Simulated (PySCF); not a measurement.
# F₄Si, SMILES `F[Si](F)(F)F`: electronic structure

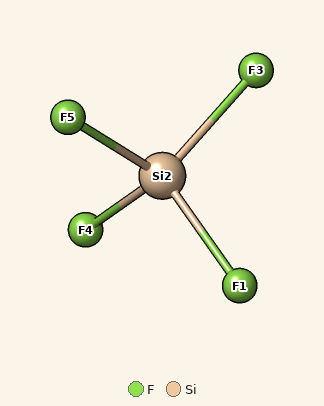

The molecule, with its atoms numbered as below. No frequency check shows the geometry to be a minimum.

Coordinates in Å:

```
F1       0.9049   -0.9373    0.8687
Si2      0.0000   -0.0002    0.0001
F3       0.9049    0.9374   -0.8688
F4      -0.9049   -0.8694   -0.9365
F5      -0.9049    0.8696    0.9365
```

### 1. Bonding charge

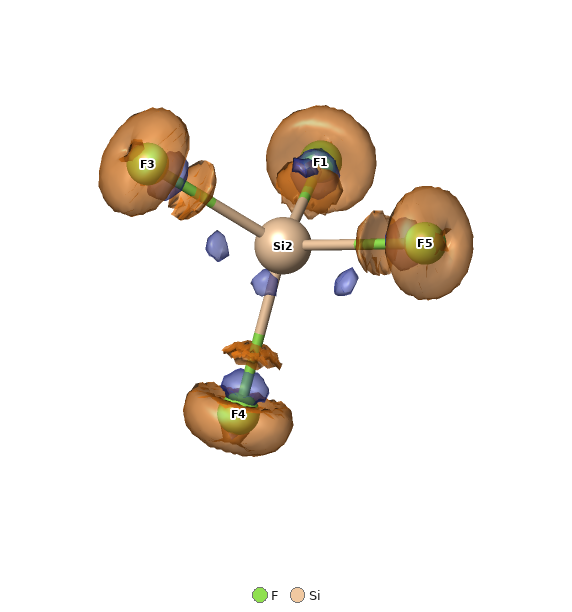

Deformation density (molecule less spherical, spin-averaged free atoms at the same positions), surfaces at ±0.15 e/Å³; orange: gain, blue: loss.

Level of theory: PBE0/cc-pVDZ (PySCF), at a geometry from GFN2-xTB.

Q: Describe the bonding that the map shows.

A: F1–Si2, Si2–F4, Si2–F5 and Si2–F3: −0.03 e/Å³ at the bond critical point (bond length 1.57 Å, Mayer order 1.2); up to 0.6 Å beside the axis the gain reaches +0.17 e/Å³. In all, 1.0 electrons gather in the regions of gain relative to the promolecule. A small or negative value marks a very polar bond, one between electron-rich atoms, whose free-atom densities already overlap strongly, a long bond to a heavier atom, or a closed-shell contact such as a hydrogen bond.

### 2. Bond critical points

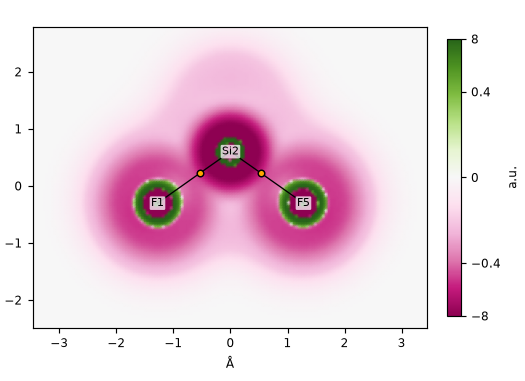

Negative Laplacian of the density (−∇²ρ) in the plane of F1, Si2 and F5 (green positive, pink negative, colour scale in a.u., logarithmic beyond ±0.04), with bond paths and bond critical points (dots).

Q: Sort the bonds in the plane by the sign of ∇²ρ at their critical points.

A: At none is it concentrated. Depleted (∇²ρ > 0): F1–Si2 and Si2–F5 (+1.32 a.u., H = +0.016).

Q: Where along F1–Si2 does the critical point lie?

A: 0.90 Å from F1 and 0.66 Å from Si2.

### 3. Electrostatic potential

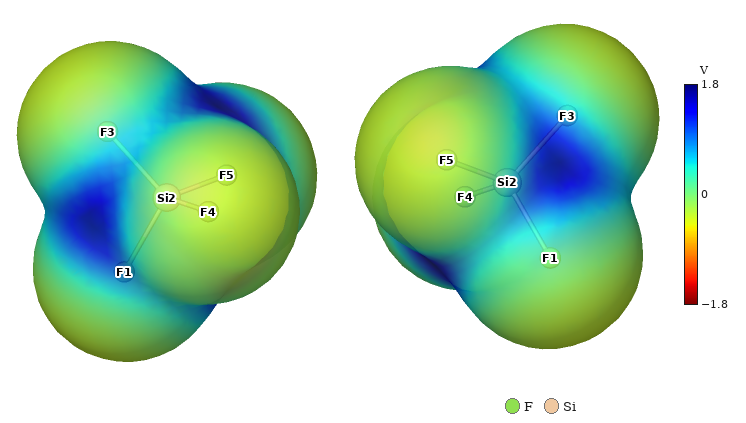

Electrostatic potential on the surface of electron density 0.001 a.u. (back view left, front view right).

Q: Where are the extremes of the potential on the surface?

A: Highest: 1.76 V, off the Si2–F5 bond (1.9 to 2.0 Å from its atoms). Lowest: −0.37 V, 1.6 Å from F3, and at like points elsewhere. The surface is sampled at points, so like sites can differ by a few per cent and only the strongest of them is named.

Q: What volume does the surface enclose, and what is the dipole moment?

A: About 68 Å³; the dipole moment is 0.0 D.

### 4. In an electric field

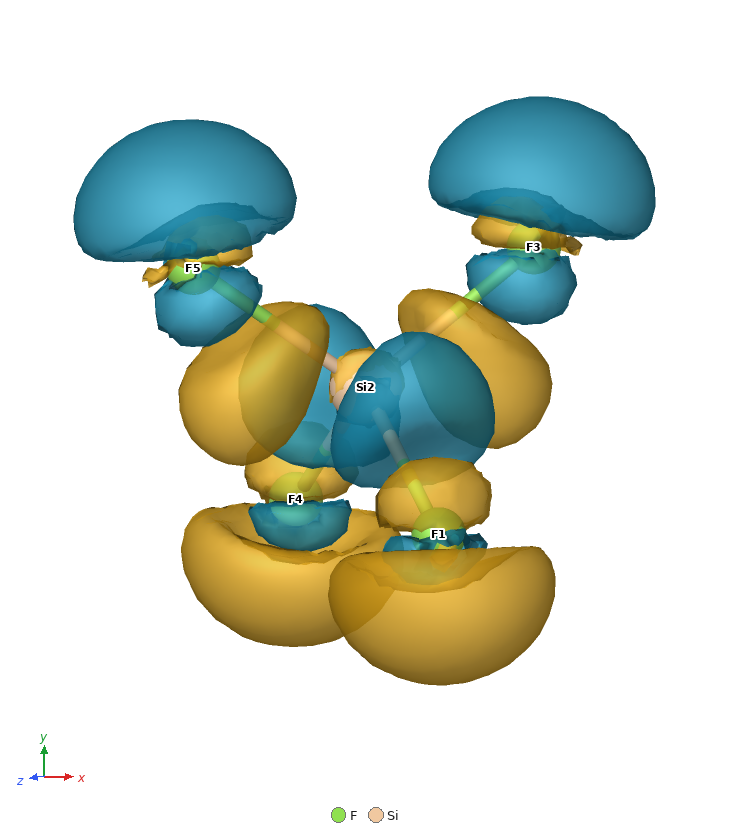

Change of the electron density in a uniform field of 0.10 V/Å, surfaces at ±0.0006 e/Å³ (yellow: gain, teal: loss).

Level of theory: PBE0/6-311G** (PySCF), at a geometry from GFN2-xTB. A basis without diffuse functions makes polarisabilities too small.

The field was applied in both directions; the picture shows the one opposite to the script's first.

Q: Along which Cartesian direction does the field point?

A: Along +y: electrons gather on the −y side, against the field.

Q: How large is the response?

A: The induced dipole is 0.08 D (along the field); α along this axis, from the fields in both directions, is 16 bohr³ (2.3 Å³).

### 5. Removing or adding an electron

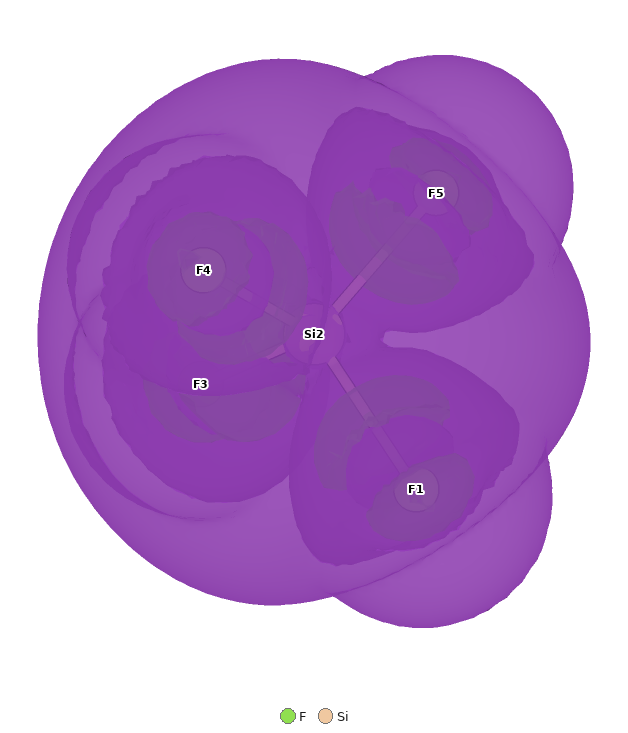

Fukui function f⁺ = ρ(N+1) − ρ(N) at fixed geometry, surfaces at ±0.01 e/Å³ (purple positive, green negative).

Computed with PySCF, TPSS/6-31G*, geometry: GFN2-xTB.

Q: On which atoms does the density change most on addition of an electron?

A: f⁺ (Hirshfeld-condensed) is largest on Si2 (0.53); the vertical electron affinity is −2.95 eV (the stability of the anion's solution wasn't checked; negative, but this basis has no diffuse functions, so it doesn't show that the anion is unbound). Condensed values hint at sites of nucleophilic attack but needn't mark the atom that reacts. Orbital relaxation makes it negative in places (0.08 e in all).

```
atom     f⁺  charge
  F1  +0.12   −0.15
 Si2  +0.53   +0.61
  F3  +0.12   −0.15
  F4  +0.12   −0.15
  F5  +0.12   −0.15
```

### 6. Localised orbitals

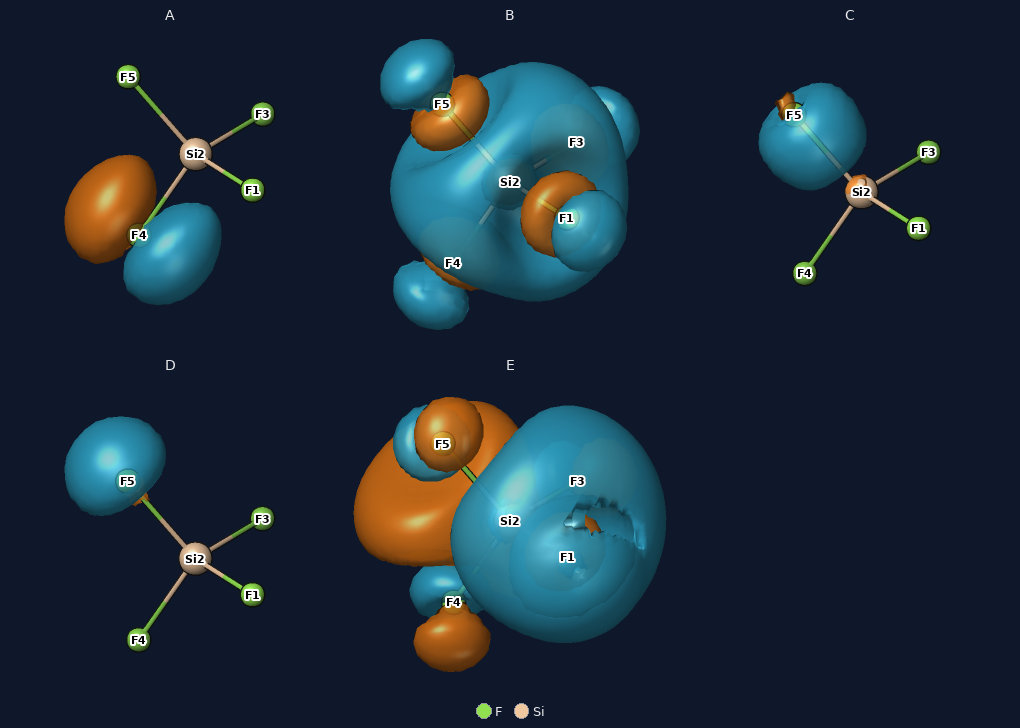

Intrinsic bond orbitals (IBO), occupied and valence-virtual; each surface holds about 85 % of the orbital's density. Energies are diagonal elements of the Fock matrix.

Computed with PySCF, r2SCAN/def2-SVP, geometry: GFN2-xTB.

Q: Name the orbitals, with their atomic make-up and energies.

A: By panel:
- A: lone pair on F4 (p-type) (F4 96 %, Si2 4 %; −11.8 eV)
- B: antibonding multicentre orbital mainly over Si2, F4, F3 and F5 (Si2 69 %, F4 8 %, F3 8 %; 1.4 eV)
- C: pair mostly on F5, shared in part with Si2 (F5 82 %, Si2 18 %; −26.2 eV)
- D: lone pair on F5 (sp1-type) (F5 99 %; −19.5 eV)
- E: σ* orbital Si2–F1, mostly on Si2 (Si2 77 %, F1 9 %, F4 6 %; 4.4 eV)

Q: Which has the smallest and which the largest spatial spread?

A: Smallest: C (0.59 Å); largest: E (1.64 Å).

Q: How do all the valence pairs divide up?

A: 16 pairs: 12 lone pairs and 4 strongly polarised pairs.

The PySCF runs shown took 7.7 s, 21 s, 3 min and 14 s on 1 thread of Arm Neoverse N1, on a shared host.
